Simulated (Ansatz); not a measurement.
A series of calculations on CH₆FNSi

**1. Relaxation**

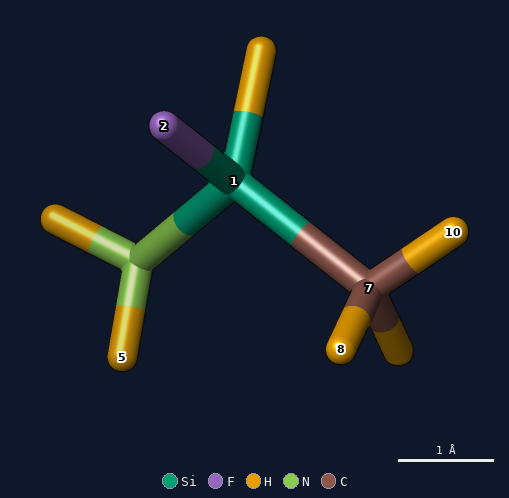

Starting structure of CH₆FNSi. Style: stick. Shown at a tilt.

The run prepares an end point of a later path (reaction) calculation, from a guessed geometry.

Computed with RKS PBE-D4/cc-pVDZ (Ansatz 0.2.0).

Input
```yaml
crystal:
  periodic: [false, false, false]
  atoms:
    - { symbol: Si, position_ang: [0.141419, 0.028791, -0.081337] }
    - { symbol: F, position_ang: [0.490196, -0.016729, 1.503925] }
    - { symbol: H, position_ang: [1.570548, 0.112873, -0.370289] }
    - { symbol: "N", position_ang: [-0.728116, 1.427121, -0.644586] }
    - { symbol: H, position_ang: [-1.752762, 1.407909, -0.566053] }
    - { symbol: H, position_ang: [-0.38505, 2.353494, -0.370136] }
    - { symbol: C, position_ang: [-0.810939, -1.507658, -0.589868] }
    - { symbol: H, position_ang: [-1.565839, -1.760804, 0.189579] }
    - { symbol: H, position_ang: [-1.333246, -1.355402, -1.560159] }
    - { symbol: H, position_ang: [-0.125911, -2.380096, -0.691779] }
basis:
  gaussian: { orbitals: cc-pVDZ }
hamiltonian:
  xc: pbe
  dispersion: d4
relax:
  f_tol: 0.03
  max_steps: 50
```

Command:
```bash
ansatz run input.yaml --threads 2 --pin off --max-ram 3072MiB --backend cpu --events-out ev --progress --plain --runs-dir out
```

### Predict the outcome.

Over 8 accepted moves (10 points after the start) the energy falls by 28.2 kJ/mol. The largest force component goes from 2.2 to 0.013 eV/Å. The line search rejected the trial steps at points 2, 6 of the run. The atom that moves furthest after the best rigid fit is H9 (0.47 Å). By element the largest moves are H 0.47 Å, N 0.10 Å, F 0.08 Å, C 0.04 Å, Si 0.03 Å. Near-neighbour distances that change, for instance: Si1–F2 1.624 → 1.676 Å, Si1–H3 1.460 → 1.505 Å, C7–H10 1.114 → 1.108 Å. Among the angles between lasting bonds that change: F2–Si1–H3 89.1° → 105.7°, H3–Si1–N4 112.2° → 106.9°, H3–Si1–C7 119.3° → 114.4°. Groups turn about Si1–C7 by about 30°. The run took 7.5 s on 2 threads of AMD EPYC 9R45 96-Core Processor (Zen 5) (shared host), peak memory 0.17 GiB.

Final geometry:

```xyz
10

Si    0.1479    0.0314   -0.1058
F     0.4412   -0.0745    1.5413
H     1.4991    0.1805   -0.7514
N    -0.7883    1.4314   -0.5595
H    -1.7563    1.4671   -0.2206
H    -0.3515    2.3459   -0.3993
C    -0.7776   -1.5246   -0.5964
H    -1.7712   -1.5630   -0.1044
H    -0.9301   -1.5569   -1.6936
H    -0.2128   -2.4278   -0.2911
```

After the run, drawn alike:

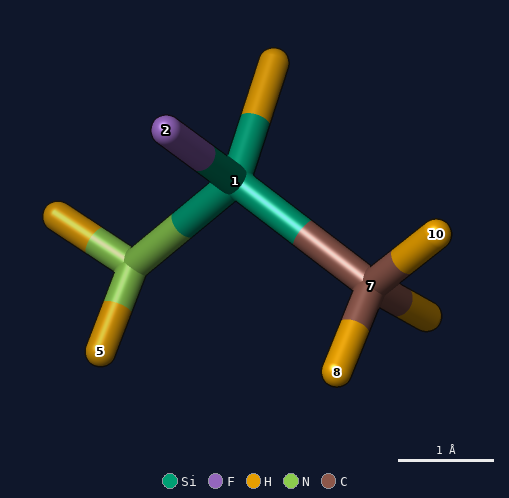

**2. Relaxation**

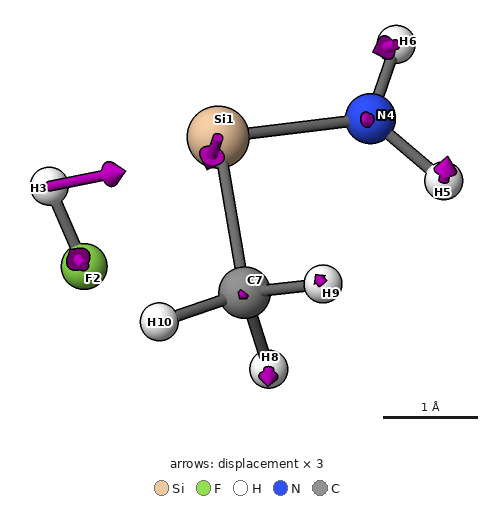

This is a relaxation of CH₆FNSi. The starting structure is drawn; purple arrows show the displacements, magnified 3 times. The two geometries are superimposed by the best rigid fit.

Style: ball-and-stick. Shown from a free direction.

The run prepares an end point of a later path (reaction) calculation, from a guessed geometry.

Method: RKS PBE-D4/cc-pVDZ (Ansatz). Set-up: no spin polarisation; force threshold 0.03 eV/Å; at most 50 steps.

Atoms of which element are displaced furthest, and by how much?

Answer. Hydrogen: up to 0.39 Å, against 0.18 Å for silicon.

Describe the change and its energy.

Answer. Over 7 accepted moves (8 points after the start) the energy falls by 1.90 kcal/mol. Largest force component: 0.38 eV/Å at the start, 0.015 eV/Å at the end. The line search rejected the trial step at point 6 of the run. H3 moves most after the best rigid fit: 0.39 Å. Largest moves by element: H 0.39 Å, Si 0.18 Å, F 0.14 Å, N 0.06 Å, C 0.03 Å. Near-neighbour distances that change, for instance: Si1–H3 2.656 → 2.127 Å, F2–H3 0.936 → 0.967 Å, Si1–C7 1.932 → 1.922 Å, Si1–N4 1.748 → 1.739 Å. Cost: 6.1 s on 2 threads of AMD EPYC 9R45 96-Core Processor (Zen 5), on a shared host, peak memory 0.17 GiB.

Limits of the set-up: the start holds two separate molecules, 2.7 Å apart at their closest, whose relative position is a soft coordinate.

**3. Path**

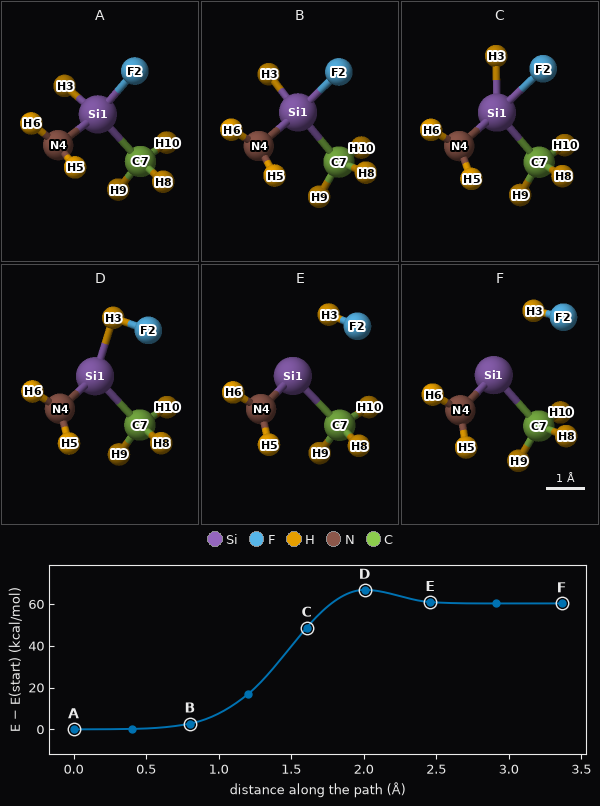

NEB run on CH$_{6}$FNSi. Images are numbered from 0 (start) to 8 (end). Frames A to F are images 0, 2, 4, 5, 6, 8. Style: ball-and-stick. Shown from a free direction.

The calculation used RKS PBE-D4/cc-pVDZ (Ansatz 0.2.0). Settings: 7 movable images; climbing image; force threshold 0.05 eV/Å; iteration limit 60; starting path through a guess of the saddle point.

Describe the mechanism and the energy profile.

Breaking: Si1–F2 (1.68 → 2.10 at the top → 2.70 Å), Si1–H3 (1.50 → 1.64 at the top → 2.13 Å). Forming: F2–H3 (2.54 → 1.21 at the top → 0.97 Å). The highest point, image 5, lies 66.8 kcal/mol above the start and 6.5 kcal/mol above the end; the end is at +60.3 kcal/mol relative to the start. The band is converged. At the top, the vibrational analysis gives one imaginary mode (895i cm⁻¹), as a transition state must have.

Cost: 54 s on 2 threads of AMD EPYC 9R45 96-Core Processor (Zen 5), on a shared host, peak memory 0.15 GiB.
